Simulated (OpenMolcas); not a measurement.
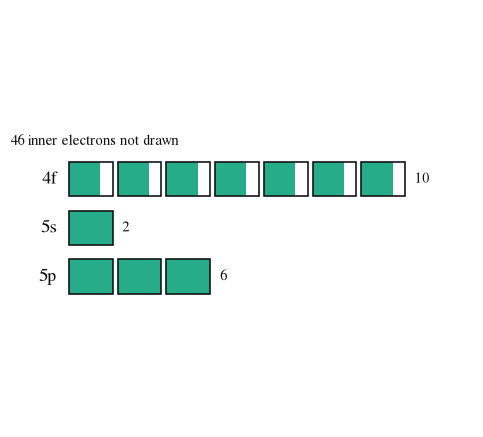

The outer shells of the leading configuration of the lowest level: a box for each of the 2l + 1 orbitals, shaded by the share of the shell that is filled, with the electron count at the right.

# Run report: Dy²⁺ complex, multiconfigurational calculation (part 1 of 2)

- system: Dy²⁺ with 8 ligands (F; cube, 2.51 Å), embedded in SrF2 by model potentials and point charges, whose field is part of the energies.
- method: state-averaged CASSCF, active space 10 electrons in the shell 4f, basis ANO-RCC-VDZP on the metal and ANO-RCC-VDZP on the ligands, DKH2 scalar Hamiltonian, spin-orbit coupling by RASSI with atomic mean-field integrals (OpenMolcas)

**Key numbers**

- outcome: converged
- energy of the lowest spin-free term: −12944.65705 hartree
- energy of the lowest spin-orbit level: −12944.68653 hartree
- largest spread among components of a term: 0.2 cm⁻¹
- hardware: 1 thread of Arm Neoverse V1, 24 GiB of memory available, shared host
- wall time: 2.3 min
- peak memory: 0.6 GiB

**Remarks**

Without dynamic correlation the splittings between terms come out too large, often by 20 to 50 %. Caveats: high states of lower spin left out of the spin-orbit mixing; the geometry is set by hand, with no relaxation; spin-free states above about 42,000 cm⁻¹ are left out of the spin-orbit step.

**Input file**
```
&GATEWAY
Basis set
Dy.ANO-RCC-VDZP.
Dy1 0.0 0.0 0.0 Angstrom
End of basis
Basis set
F.ANO-RCC-VDZP.
L1 1.449149 1.449149 1.449149 Angstrom
L2 1.449149 1.449149 -1.449149 Angstrom
L3 1.449149 -1.449149 1.449149 Angstrom
L4 1.449149 -1.449149 -1.449149 Angstrom
End of basis
Basis set
Sr.EMB-AIMP.Pascual.0s.0s.ECP.SrF2.
PseudoCharge
* 21 symmetry-unique lattice sites within 7.6 angstrom
End of basis
Basis set
F.EMB-AIMP.Pascual.0s.0s.ECP.SrF2.
PseudoCharge
* 40 symmetry-unique lattice sites within 7.6 angstrom
End of basis
Symmetry
XYZ
AngMom=0.0 0.0 0.0
AMFI
RICD
XField
1348 Angstrom 0
* Evjen-weighted lattice charges
&SEWARD
&RASSCF
FileOrb=start.orb
Symmetry=1
Spin=5
nActEl=10 0 0
Inactive=35 32
Ras2=0 7
CIRoot=35 35 1
SDav=35
CIMx=300
Iter=150 100
PrWF=0.3
OrbListing=Nothing
MaxOrb=0
LevShft=1.0
>>> COPY $Project.JobIph JOB001
&RASSCF
FileOrb=start.orb
Symmetry=1
Spin=3
nActEl=10 0 0
Inactive=35 32
Ras2=0 7
CIRoot=162 162 1
SDav=210
CIMx=300
Iter=150 100
PrWF=0.3
OrbListing=Nothing
MaxOrb=0
CIOnly
LevShft=1.0
>>> COPY $Project.JobIph JOB002
&RASSCF
FileOrb=start.orb
Symmetry=1
Spin=1
nActEl=10 0 0
Inactive=35 32
Ras2=0 7
CIRoot=162 162 1
SDav=196
CIMx=300
Iter=150 100
PrWF=0.3
OrbListing=Nothing
MaxOrb=0
CIOnly
LevShft=1.0
>>> COPY $Project.JobIph JOB003
&RASSI
NrOfJobIphs=3 32 106 31
1 2 3 4 5 6 7 8 9 10 11 12 13 14 15 16 17 18 19 20 21 22 23 24 25 26 27
28 29 30 31 32
1 2 3 4 5 6 7 8 9 10 11 12 13 14 15 16 17 18 19 20 21 22 23 24 25 26 27
28 29 30 31 32 33 34 35 36 37 38 39 40 41 42 43 44 45 46 47 48 49 50 51
52 53 54 55 56 57 58 59 60 61 62 63 64 65 66 67 68 69 70 71 72 73 74 75
76 77 78 79 80 81 82 83 84 85 86 87 88 89 90 91 92 93 94 95 96 97 98 99
100 101 102 103 104 105 106
1 2 3 4 5 6 7 8 9 10 11 12 13 14 15 16 17 18 19 20 21 22 23 24 25 26 27
28 29 30 31
IphNames
JOB001
JOB002
JOB003
EJob
SpinOrbit
DIPRint=1.0
SOCoupling=1000.0
Subsets=2
Property=9
'ANGMOM' 1 'ANGMOM' 2 'ANGMOM' 3 'MLTPL  1' 1 'MLTPL  1' 2 'MLTPL  1' 3
'AMFI' 1 'AMFI' 2 'AMFI' 3
SOProperty=3
'ANGMOM' 1 'ANGMOM' 2 'ANGMOM' 3
```

The file start.orb holds starting orbitals from an earlier step. A driver script formed the levels outside the program, from RASSI's spin-orbit matrix and the active-space energies, averaged over the components of each term or state.

Run as:
```bash
OMP_NUM_THREADS=1 MOLCAS_MEM=2457 MOLCAS_PROJECT=a pymolcas a.inp > a.log  # once for each step of the input, in one work folder
```

**Log (extracts)**
```
--- SEWARD ---
Basis set label: DY.ANO-RCC...7S6P4D2F1G.

      Electronic valence basis set:
      ------------------
      Associated Effective Charge  66.000000 au
      Associated Actual Charge     66.000000 au
      Nuclear Model: Point charge

      Shell  nPrim  nBasis  Cartesian Spherical Contaminant
         s      25       7        X
         p      22       6        X
         d      15       4                 X
         f      11       2                 X
         g       4       1                 X
                  Relativistic Douglas-Kroll-Hess integrals:
                    - DKH order of Hamiltonian: 2
                    - DKH order of Properties : 0
                  Atomic mean-field integrals
--- RASSCF ---
Wave function specifications:
      -----------------------------

      Number of closed shell electrons         134
      Number of electrons in active shells      10
      Max number of holes in RAS1 space          0
      Max nr of electrons in RAS3 space          0
      Number of inactive orbitals               67
      Number of active orbitals                  7
      Number of secondary orbitals             106
      Spin quantum number                      2.0
      State symmetry                             1
Orbital specifications:
      -----------------------

      Symmetry species                           1   2
                                                ag  au
      Frozen orbitals                            0   0
      Inactive orbitals                         35  32
      Active orbitals                            0   7
      RAS1 orbitals                              0   0
      RAS2 orbitals                              0   7
      RAS3 orbitals                              0   0
      Secondary orbitals                        57  49
      Deleted orbitals                           0   0
      Number of basis functions                 92  88
      Number of CSFs                            35
      Number of root(s) required                35
      Iter CI   SX   CI       RASSCF       Energy    max ROT     max BLB   max BLB  Level Ln srch  Step   QN
          iter iter root      energy       change     param      element    value   shift minimum  type update
 Nr of preliminary CI iterations:   1
      Total energies have been shifted. Add               -12000.00 au
        1   1   10    0  -943.87986553    0.00E+00  -5.39E-02   14  53 2 -3.13E-01*  0.57   0.00    SX    NO
        2   1   10    0  -944.54442847   -6.65E-01* -1.54E-02   34  41 2  7.26E-02*  0.57   0.00    SX    NO
        3   1   11    0  -944.56917041   -2.47E-02* -1.67E-02   38  45 2 -6.97E-02*  0.42   0.00    SX    NO
        4   1   10    0  -944.57403066   -4.86E-03*  1.59E-02   34  41 2  7.23E-02*  0.54   0.00    SX    NO
        5   1   11    0  -944.57558570   -1.56E-03* -1.48E-02   34  41 2 -6.80E-02*  0.41   0.53    SX   YES
        6   1   10    0  -944.57713252   -1.55E-03*  1.25E-02   34  41 2  6.04E-02*  0.52   0.54    SX   YES
        7   1   11    0  -944.57849691   -1.36E-03* -1.09E-02   34  41 2 -4.92E-02*  0.42   0.55    SX   YES
        8   1   10    0  -944.57898141   -4.85E-04* -5.02E-03   34  41 2  4.55E-02*  0.51   0.52    LS   YES
        9   1    9    0  -944.58128467   -2.30E-03*  2.54E-04   38  45 2  1.61E-03*  0.47   1.03    QN   YES
       10   1    8    0  -944.58130543   -2.08E-05*  1.83E-04   22  49 2  3.48E-04*  0.47   1.72    LS   YES
       11   1    8    0  -944.58130974   -4.31E-06* -1.14E-04   34  41 2 -1.06E-03*  0.47   0.99    QN   YES
       12   1    7    0  -944.58131173   -1.99E-06*  3.53E-05   34  41 2 -1.42E-04*  0.47   1.21    QN   YES
       13   1    6    0  -944.58131186   -1.34E-07* -5.30E-05   11  51 2 -3.20E-05   0.47   2.50    LS   YES
       14   1    7    0  -944.58131171    1.58E-07*  3.13E-05   34  41 2  2.78E-04*  0.47   0.16    LS   YES
       15   1    7    0  -944.58131186   -1.53E-07* -1.45E-05   34  41 2  1.29E-04*  0.47   1.30    QN   YES
       16   1    5    0  -944.58131188   -2.42E-08* -3.48E-06   34  41 2  2.07E-05   0.47   1.23    QN   YES
       17   1    4    0  -944.58131188    3.84E-09  -9.80E-07   20  38 1  2.12E-06   0.47   0.08    QN   YES
      Convergence after 17 iterations
       18   1    4    0  -944.58131187    4.50E-09  -9.80E-07   12  52 2  9.81E-07   0.47   0.08    QN   YES
      Natural orbitals and occupation numbers for root  1
      sym 2:   1.832208   1.000000   1.167792   1.167792   1.167792   1.832208   1.832208
      Natural orbitals and occupation numbers for root  2
      sym 2:   1.901512   1.069442   1.416847   1.581340   1.058941   1.450457   1.521461
      Natural orbitals and occupation numbers for root  3
      sym 2:   1.935274   1.062130   1.360759   1.024658   1.670564   1.325125   1.621490
::    RASSCF root number  1 Total energy: -12944.65705032
::    RASSCF root number  2 Total energy: -12944.65660679
::    RASSCF root number  3 Total energy: -12944.65660679
::    RASSCF root number  4 Total energy: -12944.65660679
::    RASSCF root number  5 Total energy: -12944.65655413
::    RASSCF root number  6 Total energy: -12944.65638274
::    RASSCF root number  7 Total energy: -12944.65638274
::    RASSCF root number  8 Total energy: -12944.65638274
::    RASSCF root number  9 Total energy: -12944.65512128
::    RASSCF root number 10 Total energy: -12944.65512128
::    RASSCF root number 11 Total energy: -12944.65480550
::    RASSCF root number 12 Total energy: -12944.65480550
::    RASSCF root number 13 Total energy: -12944.65480550
::    RASSCF root number 14 Total energy: -12944.58240050
::    RASSCF root number 15 Total energy: -12944.58132638
::    RASSCF root number 16 Total energy: -12944.58116593
::    RASSCF root number 17 Total energy: -12944.58116593
::    RASSCF root number 18 Total energy: -12944.58116593
::    RASSCF root number 19 Total energy: -12944.58112086
::    RASSCF root number 20 Total energy: -12944.58112086
::    RASSCF root number 21 Total energy: -12944.58112086
::    RASSCF root number 22 Total energy: -12944.53953193
::    RASSCF root number 23 Total energy: -12944.53953193
::    RASSCF root number 24 Total energy: -12944.53928081
::    RASSCF root number 25 Total energy: -12944.53928081
::    RASSCF root number 26 Total energy: -12944.53928081
::    RASSCF root number 27 Total energy: -12944.53900146
::    RASSCF root number 28 Total energy: -12944.53732429
::    RASSCF root number 29 Total energy: -12944.53732429
::    RASSCF root number 30 Total energy: -12944.53732429
--- RASSCF ---
Wave function specifications:
      -----------------------------

      Number of closed shell electrons         134
      Number of electrons in active shells      10
      Max number of holes in RAS1 space          0
      Max nr of electrons in RAS3 space          0
      Number of inactive orbitals               67
      Number of active orbitals                  7
      Number of secondary orbitals             106
      Spin quantum number                      1.0
      State symmetry                             1
Orbital specifications:
      -----------------------

      Symmetry species                           1   2
                                                ag  au
      Frozen orbitals                            0   0
      Inactive orbitals                         35  32
      Active orbitals                            0   7
      RAS1 orbitals                              0   0
      RAS2 orbitals                              0   7
      RAS3 orbitals                              0   0
      Secondary orbitals                        57  49
      Deleted orbitals                           0   0
      Number of basis functions                 92  88
      Number of CSFs                           210
      Number of root(s) required               162
      Iter CI   SX   CI       RASSCF       Energy    max ROT     max BLB   max BLB  Level Ln srch  Step   QN
          iter iter root      energy       change     param      element    value   shift minimum  type update
 Nr of preliminary CI iterations:   1
        1   1    0    0-12944.48031911    0.00E+00   0.00E+00   36  43 2 -9.88E-03*  0.00   0.00    SX    NO
      Natural orbitals and occupation numbers for root  1
      sym 2:   1.455576   1.453838   1.401893   1.424990   1.419562   1.396246   1.447896
      Natural orbitals and occupation numbers for root  2
      sym 2:   1.455762   1.397056   1.415716   1.403893   1.427922   1.446560   1.453092
      Natural orbitals and occupation numbers for root  3
      sym 2:   1.457262   1.451029   1.396237   1.409139   1.449114   1.404802   1.432417
::    RASSCF root number  1 Total energy: -12944.56762306
::    RASSCF root number  2 Total energy: -12944.56762306
::    RASSCF root number  3 Total energy: -12944.56762306
::    RASSCF root number  4 Total energy: -12944.56759755
::    RASSCF root number  5 Total energy: -12944.56759755
::    RASSCF root number  6 Total energy: -12944.56758846
::    RASSCF root number  7 Total energy: -12944.56758846
::    RASSCF root number  8 Total energy: -12944.56758846
::    RASSCF root number  9 Total energy: -12944.56731801
::    RASSCF root number 10 Total energy: -12944.56731801
::    RASSCF root number 11 Total energy: -12944.56731801
::    RASSCF root number 12 Total energy: -12944.56731057
::    RASSCF root number 13 Total energy: -12944.56730789
::    RASSCF root number 14 Total energy: -12944.56730789
::    RASSCF root number 15 Total energy: -12944.56730789
::    RASSCF root number 16 Total energy: -12944.54312075
::    RASSCF root number 17 Total energy: -12944.54312075
::    RASSCF root number 18 Total energy: -12944.54312075
::    RASSCF root number 19 Total energy: -12944.54306456
::    RASSCF root number 20 Total energy: -12944.54306456
::    RASSCF root number 21 Total energy: -12944.54284561
::    RASSCF root number 22 Total energy: -12944.54284561
::    RASSCF root number 23 Total energy: -12944.54284561
::    RASSCF root number 24 Total energy: -12944.54220611
::    RASSCF root number 25 Total energy: -12944.54220611
::    RASSCF root number 26 Total energy: -12944.54220611
::    RASSCF root number 27 Total energy: -12944.53378268
::    RASSCF root number 28 Total energy: -12944.53378268
::    RASSCF root number 29 Total energy: -12944.53349385
::    RASSCF root number 30 Total energy: -12944.53349385
--- RASSCF ---
Wave function specifications:
      -----------------------------

      Number of closed shell electrons         134
      Number of electrons in active shells      10
      Max number of holes in RAS1 space          0
      Max nr of electrons in RAS3 space          0
      Number of inactive orbitals               67
      Number of active orbitals                  7
      Number of secondary orbitals             106
      Spin quantum number                      0.0
      State symmetry                             1
Orbital specifications:
      -----------------------

      Symmetry species                           1   2
                                                ag  au
      Frozen orbitals                            0   0
      Inactive orbitals                         35  32
      Active orbitals                            0   7
      RAS1 orbitals                              0   0
      RAS2 orbitals                              0   7
      RAS3 orbitals                              0   0
      Secondary orbitals                        57  49
      Deleted orbitals                           0   0
      Number of basis functions                 92  88
      Number of CSFs                           196
      Number of root(s) required               162
      Iter CI   SX   CI       RASSCF       Energy    max ROT     max BLB   max BLB  Level Ln srch  Step   QN
          iter iter root      energy       change     param      element    value   shift minimum  type update
 Nr of preliminary CI iterations:   1
        1   1    0    0-12944.40531216    0.00E+00   0.00E+00   36  43 2 -1.68E-02*  0.00   0.00    SX    NO
      Natural orbitals and occupation numbers for root  1
      sym 2:   1.796585   1.063584   1.286566   1.269630   1.326730   1.658043   1.598862
      Natural orbitals and occupation numbers for root  2
      sym 2:   1.796328   1.063585   1.286001   1.329866   1.265849   1.611225   1.647147
      Natural orbitals and occupation numbers for root  3
      sym 2:   1.812762   1.063566   1.311766   1.268565   1.308681   1.615416   1.619244
::    RASSCF root number  1 Total energy: -12944.51408892
::    RASSCF root number  2 Total energy: -12944.51408892
::    RASSCF root number  3 Total energy: -12944.51408892
::    RASSCF root number  4 Total energy: -12944.51370388
::    RASSCF root number  5 Total energy: -12944.51370388
::    RASSCF root number  6 Total energy: -12944.51367085
::    RASSCF root number  7 Total energy: -12944.51367085
::    RASSCF root number  8 Total energy: -12944.51367085
::    RASSCF root number  9 Total energy: -12944.51364301
::    RASSCF root number 10 Total energy: -12944.51297611
::    RASSCF root number 11 Total energy: -12944.51297611
::    RASSCF root number 12 Total energy: -12944.51297611
::    RASSCF root number 13 Total energy: -12944.51263264
::    RASSCF root number 14 Total energy: -12944.51263264
::    RASSCF root number 15 Total energy: -12944.51262882
::    RASSCF root number 16 Total energy: -12944.51262882
::    RASSCF root number 17 Total energy: -12944.51262882
::    RASSCF root number 18 Total energy: -12944.49782621
::    RASSCF root number 19 Total energy: -12944.49782621
::    RASSCF root number 20 Total energy: -12944.49672248
::    RASSCF root number 21 Total energy: -12944.49672248
::    RASSCF root number 22 Total energy: -12944.49672248
::    RASSCF root number 23 Total energy: -12944.48556297
::    RASSCF root number 24 Total energy: -12944.48556297
::    RASSCF root number 25 Total energy: -12944.48556297
::    RASSCF root number 26 Total energy: -12944.48422402
::    RASSCF root number 27 Total energy: -12944.48422402
::    RASSCF root number 28 Total energy: -12944.48419651
::    RASSCF root number 29 Total energy: -12944.48419651
::    RASSCF root number 30 Total energy: -12944.48419651
```

(Continued in part 2.)
